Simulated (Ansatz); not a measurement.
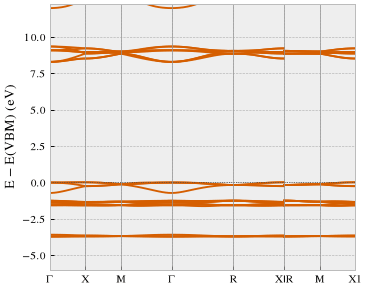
Figure: Band structure from the program Ansatz at the r²SCAN level (PAW)

Read off the gap and where the band edges lie.

About 8.3 eV (8.27 eV by a search for the band edges); maximum at X, minimum at Γ.

The material is N (α-N2, Pa-3).

The r²SCAN relaxation kept the symmetry of its start. The substance is a gas or liquid at ambient conditions; this is its low-temperature solid. A crystal of weakly bound molecules computed without a dispersion correction: the cell and the soft elastic constants depend strongly on that.

Potentials: the earlier of the program's two PAW sets.
